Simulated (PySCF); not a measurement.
# C$_{3}$H$_{7}$F$_{3}$OSi: what the fields show

Input file:

```
{"job": {"xc": "PBE0", "basis": "pcSseg-1", "kind": "nmr", "pop": true}, "charge": 0, "multiplicity": 1}
F     -3.461282    -0.677985    -0.016215
C     -2.376710     0.083726    -0.219121
F     -2.563634     1.207857     0.489690
F     -2.402189     0.444744    -1.511415
C     -1.098946    -0.631968     0.156997
C      0.122648     0.259873    -0.085437
O      1.266500    -0.439978     0.274678
Si     2.817965     0.044583     0.216014
H     -1.154051    -0.908460     1.211241
H     -1.021141    -1.540448    -0.442592
H      0.168505     0.544061    -1.144450
H      0.034509     1.177020     0.510756
H      3.205355     0.383254    -1.155830
H      3.025081     1.227945     1.054744
H      3.432977    -1.166234     0.728742
```

Run with:

```sh
OMP_NUM_THREADS=1 python ens_run.py task.json out
```

Geometry: GFN2-xTB.

The calculation used PBE0/pcSseg-1, SCF density, gas phase, non-relativistic (PySCF 2.14.0).

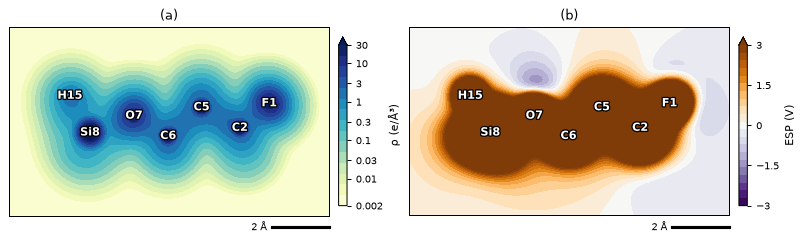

Figure 1. (a) electron density; (b) molecular electrostatic potential on the plane of atoms O7, Si8 and H15.

Interpret the plot.

Answer.
- Atoms in the plane: F, C, O, Si and H.
- C–F (1.34 Å): ρ at the midpoint is about 2.4 e/Å³.
- C–O (1.39 Å): ρ is about 2.1 e/Å³ halfway, with its minimum of 1.8 e/Å³ about 0.5 Å from C.
- C–C (1.51 Å): ρ at the midpoint is about 1.8 e/Å³.
- Si–O (1.63 Å): ρ at the midpoint is about 1.1 e/Å³.
- Si–H (1.45 Å): the density is about 0.84 e/Å³ at the midpoint.
- Outside the dense part of the molecule the potential is most negative (−1.4 V) near O7.

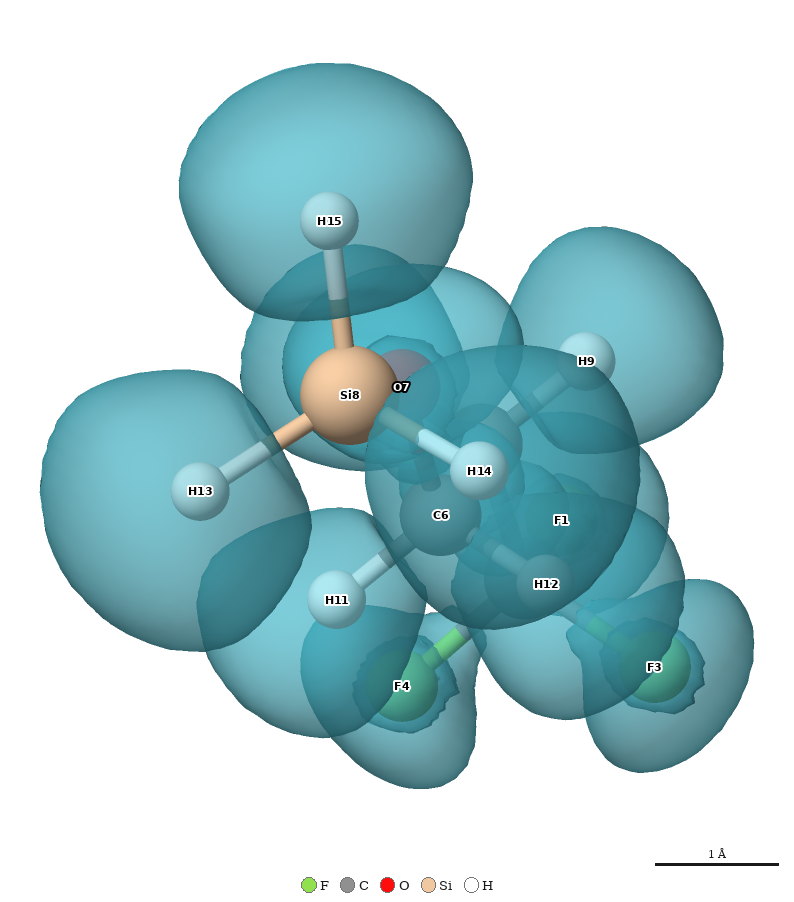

Figure 2. Isosurface of the electron localisation function at 0.75 (cyan), seen at an oblique angle. Core shells and regions of very low density are left out.

Identify the bonds, lone pairs and shells in this picture.

Answer. The surface consists of two regions between bonded C–C atoms (shared pairs), seven regions around hydrogen nuclei, three regions on F in which the atom's valence shell and bonds are merged and one region on O in which the atom's valence shell and bonds are merged. Along the contacts the grid gives the following. C–F (1.34 Å): the ELF peaks at about 0.85 between the atoms (a polar covalent bond). C–O (1.39 Å): the ELF peaks at about 0.90 between the atoms: a shared but strongly polarised pair.

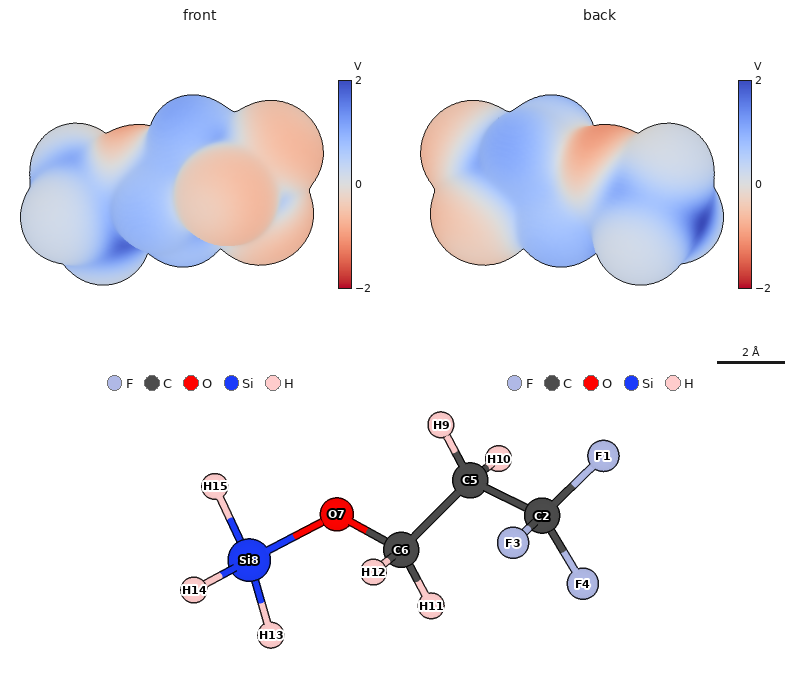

Figure 3. The molecular electrostatic potential painted on the density surface at 0.002 e/bohr³, seen from the front and from behind; red is negative and blue positive. The bare structure is drawn below in the same view.

Which sites attract a positive test charge, and which a negative one?

Answer. A positive charge is drawn to the negative regions and a negative charge to the positive ones. The most negative region (about −0.9 V) lies over O7, the most positive (about +1.8 V) over Si8.
